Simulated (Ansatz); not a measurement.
# HfO2 (Fm-3m) under uniaxial strain along [001], part 2 of 2

Aim: how do the optical modes of HfO2 (Fm-3m) shift and split under this strain?

Ansatz 0.2.0; DFT LDA, scalar-relativistic, plane waves, PAW; PAW set soft_1.

So far, mean high-frequency dielectric constant: step 5 (zone-centre response at rest) 5.40.

## Step 7: Modes of this member: uniaxial strain of +4 % along [001]

The zone-centre modes follow for uniaxial strain of +4 % along [001], with the response to a field.

input.yaml

```yaml
crystal:
  lattice:
    - [0.0, 2.4857534692, 2.6009008992]
    - [2.4857534692, 0.0, 2.6009008992]
    - [2.4857534692, 2.4857534692, 0.0]
  atoms:
    - { symbol: O, position: [0.25, 0.25, 0.25] }
    - { symbol: O, position: [0.75, 0.75, 0.75] }
    - { symbol: Hf, position: [0.0, 0.0, 0.0] }
kpoints:
  mp_grid: { grid: [8, 8, 8] }
hamiltonian:
  xc: lda
  pseudopotentials: { kind: paw, azcp: { folder: soft_1 }, xc_functional: pbe }
scf:
  occupations: { method: fixed }
output:
  eigenvalues: true
phonons:
  method: dfpt
  dielectric: true
  rigid_motions: translations
```

The run is started by

```sh
$ ansatz run input.yaml --threads 8 --pin off --max-ram 20480MiB --backend cpu --events-out ev --progress --plain --runs-dir out
```

Numbers of over 12 decimals in the logs are rounded to 6 here.

The program printed:

```text
[...]
Crystal: 3 atoms, lattice volume = 32.142 Å³
Basis set: ecut = 420 eV, 625 PW (Γ), exchange–correlation on 60×60×60 points (8 copies of the dense FFT grid, shifted against one another)
Bands: 23, of which v1, the nominal top of the filled ones, is band 19 counted from 1 (18 counted from 0)
Symmetry: 16 space group operations
k-points: 260 of 512 (irreducible under 1 space group operation, time reversal used)
[...]
SCF iter   1: F=—  HF=-16594.221045 eV  |F-HF|=—  |Δ(HF+E_count)|=         —  Δρ=9.05e-2  dr2=1.99e0  ethr=3.10e-3  ⟨swp⟩=4.0  Hψ=19664  notcnv=0  defer=503
[...]
SCF iter   9: F=-16593.535598 eV  HF=-16593.535598 eV  |F-HF|=1.46e-11  |Δ(HF+E_count)|=  1.67e-10  Δρ=3.22e-7  dr2=1.48e-11  ethr=1.00e-12  ⟨swp⟩=8.6  Hψ=40978  notcnv=0
SCF 1 converged in 9 iterations: F = -16593.535598 eV  dr2 = 1.48e-11
[...]
NSCF: frozen V_eff on 3 k-points
[...]
SCF converged after 9 iterations
Free energy (F): -16593.535598 eV
[...]
Internal energy: -16593.535598 eV  (E = F + TS)
E sigma→0 (E₀):  -16593.535598 eV
Fermi energy:    14.873981 eV
[...]
--- Band table (eV; the first three rows and the last of 260) ---
  k-point 0: bands = [... 15 lower, 9.1953, 13.6781, 14.2720, 14.2720, 18.0458, 18.6483, 20.5134, 25.1086]
  k-point 1: bands = [... 15 lower, 9.6205, 13.3352, 13.8578, 13.9548, 18.4091, 18.9141, 21.0995, 24.4460]
  k-point 2: bands = [... 15 lower, 10.6482, 12.5928, 13.1768, 13.3684, 19.0034, 19.2482, 21.6798, 23.8963]
  k-point 259: bands = [... 15 lower, 11.5452, 11.9091, 12.8116, 12.8621, 19.0561, 19.2601, 21.6933, 23.4596]
[...]
k mesh reduced under 1 symmetry operation, with k and −k counted as one. Each operation leaves every solved perturbation unchanged. A smaller set is not considered because the run solves the response to a homogeneous field
  ASR residual: 3.443e-5 → 0.000e0 eV/Å²; symmetrization residual: 1.478e-5 eV/Å²
  ASR residual per site (eV/Å²): 3.44e-5 3.44e-5 2.37e-5
  Γ frequencies (cm⁻¹): 0.00 0.00 0.00 206.64 220.46 220.46 519.42 595.52 595.52
  ε∞ (high-frequency dielectric tensor):
        5.318128     0.000000     0.000000
        0.000000     5.318128     0.000000
        0.000000     0.000000     5.657965
  ε⁰ (static dielectric tensor: ions relaxed, cell fixed):
       40.092041    -0.000000     0.000000
       -0.000000    40.092041     0.000000
        0.000000     0.000000    50.282081
  ε⁰ − ε∞ (ionic part):
       34.773912    -0.000000     0.000000
       -0.000000    34.773912     0.000000
        0.000000     0.000000    44.624116
[...]
Born effective charges Z* (e; rows j = field, columns β = displacement):
    site 0:
        -2.73651    0.00000    0.00000
         0.00000   -2.73651    0.00000
        -0.00000   -0.00000   -2.90561
    site 1:
        -2.73651    0.00000    0.00000
         0.00000   -2.73651    0.00000
         0.00000    0.00000   -2.90561
    site 2:
         5.47301    0.00000    0.00000
         0.00000    5.47301   -0.00000
        -0.00000    0.00000    5.81122
  Z* charge neutrality: 2.647e-5 e pre-enforcement
[...]
optical modes at Γ without the LO–TO term, one row a degenerate level:
      ω (cm⁻¹)  modes    IR ((D/Å)²/amu)
        206.64      1            28.7137
        220.46      2            50.9375
        519.42      1             0.0000
        595.52      2             0.0000
  optical modes at Γ + LO–TO along q̂ = [1.0000, 0.0000, 0.0000]:
      ω (cm⁻¹)  modes    IR ((D/Å)²/amu)
        206.64      1            28.7137
        220.46      1            25.4687
        519.42      1             0.0000
        595.52      2             0.0000
        605.30      1            25.4687
  optical modes at Γ + LO–TO along q̂ = [0.0000, 1.0000, 0.0000]:
      ω (cm⁻¹)  modes    IR ((D/Å)²/amu)
        206.64      1            28.7137
        220.46      1            25.4687
        519.42      1             0.0000
        595.52      2             0.0000
        605.30      1            25.4687
  optical modes at Γ + LO–TO along q̂ = [0.0000, 0.0000, 1.0000]:
      ω (cm⁻¹)  modes    IR ((D/Å)²/amu)
        220.46      2            50.9375
        519.42      1             0.0000
        595.52      2             0.0000
        616.00      1            28.7137
```

Run time: 49 s. Hardware: 8 threads of Arm Neoverse N1, shared host; peak memory 1 GiB; 5.8 min of CPU time.

This step gave:

```yaml
sum_rule_residual_before_enforcement: 3.44e-5 eV/Å²
miss_of_the_charge_sum_rule: 2.65e-5 e
point_group: 4/mmm
highest_optical_mode_at_the_zone_centre_no_lo_to_term: 595.5 cm⁻¹
lowest_optical_zone_centre_mode: 206.6 cm⁻¹
mean_high_frequency_dielectric_constant: 5.431
largest_born_charge_third_of_the_trace: 5.586 e
mean_static_dielectric_constant: 43.49
top_of_the_zone_centre_spectrum_with_the_field: 616 cm⁻¹
```

Without the LO-TO term. Patterns of degenerate modes are one choice out of their space. Modes at Γ, with each element's share of the kinetic energy:

| mode | frequency (cm⁻¹) | symmetry | O % | Hf % |
| --- | --- | --- | --- | --- |
| 1 | 0.0 | acoustic | 15 | 85 |
| 2 | 0.0 | acoustic | 15 | 85 |
| 3 | 0.0 | acoustic | 15 | 85 |
| 4 | 206.6 | A2u | 85 | 15 |
| 5 | 220.5 | Eu | 85 | 15 |
| 6 | 220.5 | Eu | 85 | 15 |
| 7 | 519.4 | B1g | 100 | 0 |
| 8 | 595.5 | Eg | 100 | 0 |
| 9 | 595.5 | Eg | 100 | 0 |

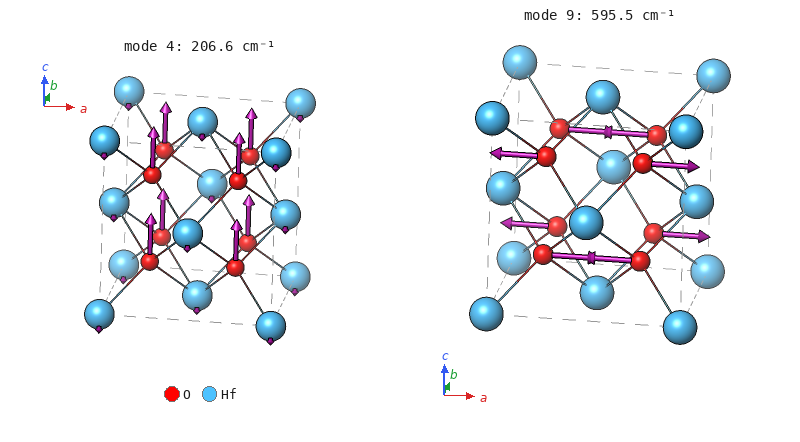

Displacement patterns of modes 4 and 9 at Γ; arrows are exaggerated. Some periodic images of atoms are drawn too.

Transverse modes. Lines of the infrared spectrum (strongest = 100):

| position (cm⁻¹) | label | relative intensity |
| --- | --- | --- |
| 207 | A2u | 56 |
| 220 | Eu | 100 |
| 519 | B1g | 0.0 |
| 596 | Eg | 0.0 |

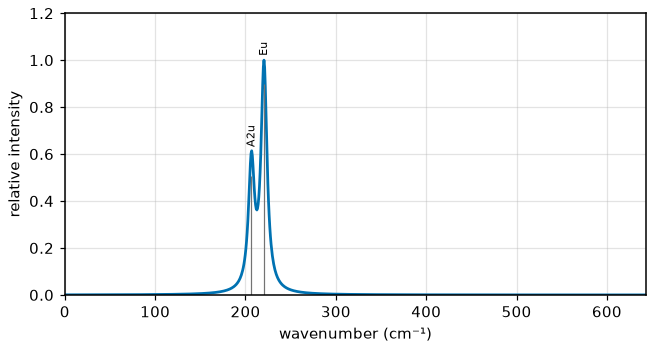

The infrared spectrum, broadened with Lorentzians of width 8 cm⁻¹; bars mark the lines.

Without the LO-TO term the lowest optical mode is real, 207 cm⁻¹, and the highest lies at 595.5 cm⁻¹.

## Step 8: Relaxation of a member: uniaxial strain of -4 % along [001]

The cell takes a uniaxial strain of -4 % along [001]. The strained length and the angles are held, while the rest of the cell and the atoms relax.

input.yaml, the sections that differ from step 7:

```yaml
crystal:
  lattice:
    - [0.0, 2.5140572515, 2.4008315992]
    - [2.5140572515, 0.0, 2.4008315992]
    - [2.5140572515, 2.5140572515, 0.0]
  atoms:
    - { symbol: O, position: [0.25, 0.25, 0.25] }
    - { symbol: O, position: [0.75, 0.75, 0.75] }
    - { symbol: Hf, position: [0.0, 0.0, 0.0] }
  conventional_axes: [[-1, 1, 1], [1, -1, 1], [1, 1, -1]]
output:
  forces: true
  stress: true
  eigenvalues: true
relax:
  adjacent_minimum: "off"
  f_tol: 0.001
  max_steps: 60
  cell: { stress_tol: 0.01, fix: [c, angles] }
# kpoints, hamiltonian, scf: as in step 7
# phonons: removed
```

The program printed:

```text
[...]
Crystal: 3 atoms, lattice volume = 30.349 Å³
Basis set: ecut = 420 eV, 585 PW (Γ)
Bands: 23, of which v1, the nominal top of the filled ones, is band 19 counted from 1 (18 counted from 0)
Symmetry: 16 space group operations
[...]
k-points: 59 of 512
[...]
k-point 58: bands = [... 15 lower, 12.0837, 13.8845, 13.8845, 16.1565, 19.4619, 21.4137, 23.4787, 24.6326]
--- Relaxed structure (4 steps of the walk, 4 accepted, 2 SCFs on fresh bases) ---
[...]
cell:  # Å, volume = 30.4627 Å³
    - [0.0, 2.518771, 2.4008315992]
    - [2.518771, 0.0, 2.4008315992]
    - [2.518771, 2.518771, 0.0]
  atoms:
    - { symbol: O, position: [0.25, 0.25, 0.25] }
    - { symbol: O, position: [0.75, 0.75, 0.75] }
    - { symbol: Hf, position: [0, 0, 0] }
[key lines of the parts left out:]
SCF converged after 5 iterations
Free energy (F): -16593.527070 eV
Fermi energy:    16.156543 eV
P = ⅓ Tr σ = 8.0426 GPa (80.426 kbar)
```

Elapsed: 4.4 s, on 8 threads; peak memory 0.37 GiB.

Step by step:

| step | energy less that of the first step (eV) | largest force component (eV/Å) | pressure (GPa) | volume (Å³) |
| --- | --- | --- | --- | --- |
| 1 | 0.0000 | 0.0000 | 9.22 | 30.35 |
| 2 | 0.0003 | 0.0000 | 7.76 | 30.49 |
| 3 | 0.0001 | 0.0000 | 8.04 | 30.46 |
| 4* | -0.0005 | 0.0000 | 8.07 | 30.46 |
| 5 | -0.0005 | 0.0000 | 8.04 | 30.46 |
| 6* | -0.0005 | 0.0000 | 8.04 | 30.46 |

Relaxation steps marked * repeat the geometry before them on a plane-wave basis chosen anew for their cell, so energy and pressure can jump there.

The run keeps the 16 symmetry operations that it works with, so distortions that break them were not tested.

| conventional cell, symmetrised | before | after | change |
| --- | --- | --- | --- |
| a (Å) | 3.555 | 3.562 | +0.2 % |
| b (Å) | 3.555 | 3.562 | +0.2 % |
| c (Å) | 4.802 | 4.802 | -0.0 % |
| volume (Å³/atom) | 10.12 | 10.15 | +0.4 % |

Final coordinates:

```
O Hf
1.0
     0.00000    2.51877    2.40083
     2.51877    0.00000    2.40083
     2.51877    2.51877    0.00000
O Hf
2 1
Direct
  0.25000 0.25000 0.25000
  0.75000 0.75000 0.75000
  0.00000 0.00000 0.00000
```

Numbers from this step:

```
pressure          : 8.043 GPa
gap on the k-mesh : 3.129 eV
volume per atom   : 10.15 Å³
```

The forces vanish by symmetry.

The cell grew by 0.4 % in volume.

## Step 9: Modes of this member: uniaxial strain of -4 % along [001]

The zone-centre modes follow for uniaxial strain of -4 % along [001], with the response to a field.

input.yaml, the sections that differ from step 8:

```yaml
crystal:
  lattice:
    - [0.0, 2.5187705729, 2.4008315992]
    - [2.5187705729, 0.0, 2.4008315992]
    - [2.5187705729, 2.5187705729, 0.0]
  atoms:
    - { symbol: O, position: [0.25, 0.25, 0.25] }
    - { symbol: O, position: [0.75, 0.75, 0.75] }
    - { symbol: Hf, position: [0.0, 0.0, 0.0] }
output:
  eigenvalues: true
phonons:
  method: dfpt
  dielectric: true
  rigid_motions: translations
# kpoints, hamiltonian, scf: as in step 8
# relax: removed
```

The program printed:

```text
[...]
Crystal: 3 atoms, lattice volume = 30.463 Å³
Basis set: ecut = 420 eV, 585 PW (Γ), exchange–correlation on 48×48×48 points (8 copies of the dense FFT grid, shifted against one another)
Bands: 23, of which v1, the nominal top of the filled ones, is band 19 counted from 1 (18 counted from 0)
Symmetry: 16 space group operations
k-points: 260 of 512 (irreducible under 1 space group operation, time reversal used)
[...]
optical modes at Γ + LO–TO along q̂ = [1.0000, 0.0000, 0.0000]:
      ω (cm⁻¹)  modes    IR ((D/Å)²/amu)
[...]
optical modes at Γ + LO–TO along q̂ = [0.0000, 1.0000, 0.0000]:
      ω (cm⁻¹)  modes    IR ((D/Å)²/amu)
[...]
optical modes at Γ + LO–TO along q̂ = [0.0000, 0.0000, 1.0000]:
      ω (cm⁻¹)  modes    IR ((D/Å)²/amu)
        270.70      2            55.6026
        589.12      2             0.0000
        638.85      1            24.8241
        676.18      1             0.0000
[key lines of the parts left out:]
SCF converged after 9 iterations
Free energy (F): -16593.527072 eV
Fermi energy:    16.156544 eV
```

Run time: 43 s. Hardware: 8 threads; peak memory 0.99 GiB; 5 min of CPU time.

Numbers from this step:

| Item | Value |
| --- | --- |
| sum-rule residual before enforcement | 7.08e-5 eV/Å² |
| miss of the charge sum rule | 2.28e-5 e |
| highest optical mode at the zone centre (no LO-TO term) | 676.2 cm⁻¹ |
| lowest optical zone-centre mode | 270.7 cm⁻¹ |
| mean high-frequency dielectric constant | 5.418 |
| largest Born charge (third of the trace) | 5.613 e |
| mean static dielectric constant | 30.93 |
| top of the zone-centre spectrum with the field | 676.2 cm⁻¹ |

Without the LO-TO term. Patterns of degenerate modes are one choice out of their space. Modes at Γ, with each element's share of the kinetic energy:

| mode | frequency (cm⁻¹) | symmetry | O % | Hf % |
| --- | --- | --- | --- | --- |
| 1 | 0.0 | acoustic | 15 | 85 |
| 2 | 0.0 | acoustic | 15 | 85 |
| 3 | 0.0 | acoustic | 15 | 85 |
| 4 | 270.7 | Eu | 85 | 15 |
| 5 | 270.7 | Eu | 85 | 15 |
| 6 | 272.4 | A2u | 85 | 15 |
| 7 | 589.1 | Eg | 100 | 0 |
| 8 | 589.1 | Eg | 100 | 0 |
| 9 | 676.2 | B1g | 100 | 0 |

Transverse modes. Infrared lines, with heights relative to the strongest:

| position (cm⁻¹) | label | relative intensity |
| --- | --- | --- |
| 271 | Eu | 100 |
| 272 | A2u | 45 |
| 589 | Eg | 0.0 |
| 676 | B1g | 0.0 |

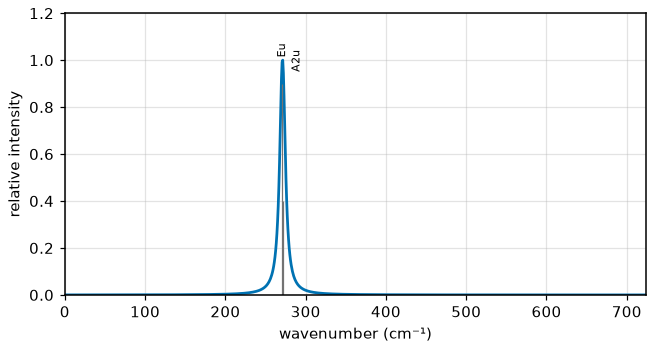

The infrared spectrum, broadened with Lorentzians of width 8 cm⁻¹; bars mark the lines.

Without the LO-TO term the lowest optical mode is real, 271 cm⁻¹, and the highest lies at 676.2 cm⁻¹.

## Step 10: All members side by side

The members are set side by side, also those not shown above.

Stress is positive in compression; energies are extrapolated to zero smearing, and E0 is that at rest; the axis is the direction of the strain; the edges not held and the atoms are relaxed in each cell. State of the crystal along the series:

| strain (%) | stress along the axis (GPa) | free strain along [100] (%) | free strain along [010] (%) | E - E0 (meV/atom) | gap on mesh (eV) | ε∞ along the axis | ε∞ across the axis, mean | ε0 along the axis | ε0 across the axis, mean | largest Born charge in size, a third of the trace (e) | top mode with the field, highest of q along x, y and z (cm⁻¹) |
| --- | --- | --- | --- | --- | --- | --- | --- | --- | --- | --- | --- |
| -4 | 24.13 | 0.7159 | 0.7159 | 31 | 3.129 | 5.205 | 5.524 | 28.62 | 32.09 | 5.613 | 676.2 |
| -3 | 17.8 | 0.5275 | 0.5275 | 17.19 | 3.302 | 5.245 | 5.486 | 29.68 | 32.58 | 5.605 | 655.7 |
| -2 | 11.69 | 0.3452 | 0.3452 | 7.503 | 3.467 | 5.29 | 5.452 | 31 | 33.17 | 5.599 | 641.8 |
| -1 | 5.754 | 0.1691 | 0.1691 | 1.831 | 3.583 | 5.34 | 5.422 | 32.67 | 33.9 | 5.593 | 636.2 |
| 0 | 0.001431 | 0 | 0 | 0 | 3.661 | 5.395 | 5.395 | 34.76 | 34.76 | 5.59 | 630.4 |
| 1 | -5.582 | -0.1616 | -0.1616 | 1.761 | 3.598 | 5.454 | 5.371 | 37.35 | 35.78 | 5.587 | 627.3 |
| 2 | -11.01 | -0.3163 | -0.3163 | 7.13 | 3.492 | 5.518 | 5.35 | 40.61 | 36.98 | 5.585 | 623.9 |
| 3 | -16.29 | -0.4638 | -0.4638 | 15.96 | 3.336 | 5.585 | 5.333 | 44.78 | 38.4 | 5.585 | 620.1 |
| 4 | -21.43 | -0.6043 | -0.6043 | 28.15 | 3.172 | 5.658 | 5.318 | 50.28 | 40.09 | 5.586 | 616 |

Without the LO-TO term; optical modes are counted from below at rest and tracked from member to member by their patterns, and modes that stay within 0.3 cm⁻¹ of each other stand once; labels, where given, are those at rest, then, where named, those of the strained cell; the edges not held and the atoms are relaxed in each cell. Optical modes along the series:

| strain (%) | optical mode 1 T1u to A2u single part (cm⁻¹) | optical mode 2 T1u to Eu pair part (cm⁻¹) | optical mode 3 T2g single part (cm⁻¹) | optical mode 4 T2g to Eg pair part (cm⁻¹) |
| --- | --- | --- | --- | --- |
| -4 | 272.4 | 270.7 | 676.2 | 589.1 |
| -3 | 267.9 | 265.6 | 655.7 | 592 |
| -2 | 262.5 | 260.2 | 635.7 | 594.1 |
| -1 | 256 | 254.5 | 616 | 595.5 |
| 0 | 248.3 | 248.3 | 596.5 | 596.5 |
| 1 | 239.7 | 241.9 | 577.2 | 596.9 |
| 2 | 230 | 235.2 | 557.9 | 596.8 |
| 3 | 219 | 228 | 538.7 | 596.4 |
| 4 | 206.6 | 220.5 | 519.4 | 595.5 |

Value and slope at zero strain of a cubic (a lower polynomial where under five rows exist) through the rows within 2 % of rest. Slopes at rest:

| mode | frequency (cm⁻¹) | shift per percent of strain (cm⁻¹) | shift per GPa of compressive stress (cm⁻¹) |
| --- | --- | --- | --- |
| optical mode 1 T1u to A2u single part | 248.4 | -8.13 | 1.43 |
| optical mode 2 T1u to Eu pair part | 248.4 | -6.27 | 1.11 |
| optical mode 3 T2g single part | 596.5 | -19.38 | 3.42 |
| optical mode 4 T2g to Eg pair part | 596.5 | 0.65 | -0.11 |

## Step 11: Results

| Property | Result |
| --- | --- |
| members | 9 |
| highest optical mode at the zone centre (no LO-TO term), at rest | 596.5 cm⁻¹ |
| Young’s modulus along [001] | 567 GPa |
| optical mode 1 T1u to A2u single part, shift per percent | -8.13 cm⁻¹ |
| optical mode 2 T1u to Eu pair part, shift per percent | -6.27 cm⁻¹ |
| optical mode 3 T2g single part, shift per percent | -19.38 cm⁻¹ |
| optical mode 4 T2g to Eg pair part, shift per percent | 0.65 cm⁻¹ |

In words: The stress changes by 5.67 GPa for each percent, a Young’s modulus of 567 GPa along [001]. For each percent the free edge responds with -0.17 %. The strain lowers the symmetry: the level at 596.5 cm⁻¹ splits, into 676.2 and 589.1 cm⁻¹ at -4 %. Within 2 % of rest optical mode 4 T2g to Eg pair part bends away from a straight line, so a single slope holds only near rest. The fastest shift in the table of slopes is -19.4 cm⁻¹ for each percent (optical mode 3 T2g single part), or 3.4 cm⁻¹ for each GPa of compressive stress. For small strain, the measured shift of a line that Raman or infrared light can see, divided by its slope, estimates the stress, if the state of stress is of this kind. For infrared-active modes these slopes hold for the transverse lines; longitudinal ones carry the field and shift otherwise. These are harmonic frequencies at zero temperature: anharmonic shifts, linewidths and thermal expansion are left out. Spin-orbit coupling is left out, which can matter for the heavy elements here. The PAW files were made for PBE; the program adapts parts of them to the functional of the run, but their partial waves stay those of PBE, an approximation that was not tested in this session. Only the zone centre was solved, so an instability at another wavevector cannot show here. The cubic phase of this oxide is a high-temperature one, known to be unstable at zero temperature to an oxygen mode at X.

[Logs are printed without paths, hosts, clocks, repeated set-up lines and the standing remarks that a program may print on its own settings, such as how far it seeks lower states.]

[Hosts, paths, dates, database ids (printed as entryN), source tags and the programs' standing remarks are cut or masked in the printed files.]
